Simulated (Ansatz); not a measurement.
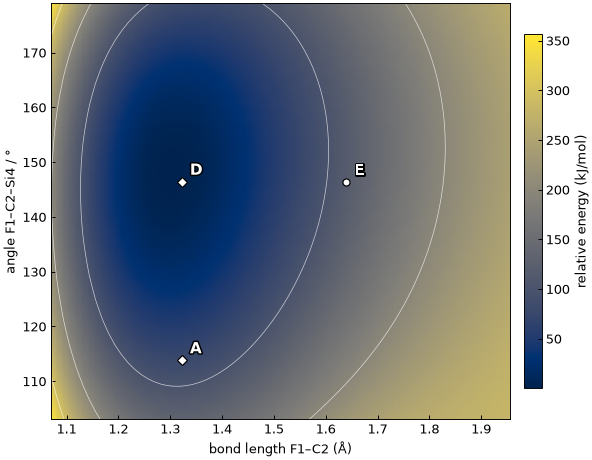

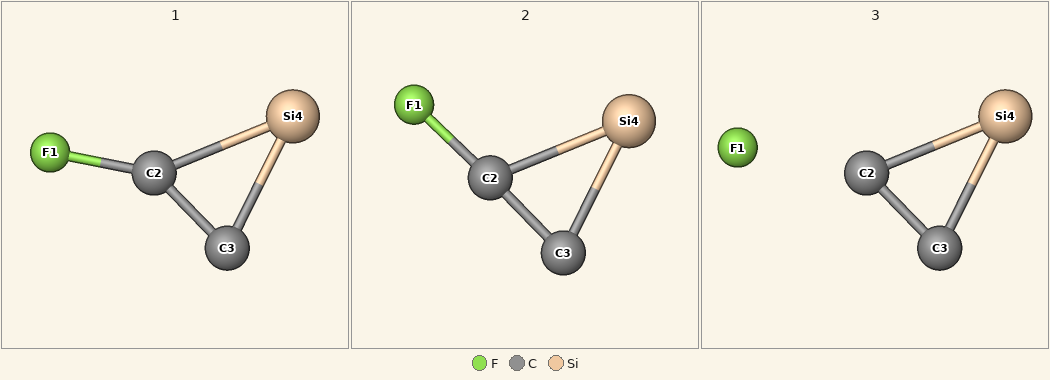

C₂FSi, spin multiplicity 2. 
- The first coordinate is: bond length F1–C2; the second: angle F1–C2–Si4.
- Nothing is relaxed (all other coordinates rigid).
- Grid: 15 × 15 points.
- Energies: kJ/mol, counted from the relaxed molecule at the same level.
- Computed with Ansatz, UKS PBE0-D4/def2-TZVP.

Drawn: a smooth colour map with a few white contour lines, lettered points. Between grid points the surface is interpolated. The numbered pictures are the structures at these points, in random order.

**Which structure belongs to which point?**

A is structure 2: bond length F1–C2 = 1.322 Å, angle F1–C2–Si4 = 113.8°, 78 kJ/mol; D is structure 1: bond length F1–C2 = 1.322 Å, angle F1–C2–Si4 = 146.4°, 0.9 kJ/mol; E is structure 3: bond length F1–C2 = 1.639 Å, angle F1–C2–Si4 = 146.4°, 117 kJ/mol.
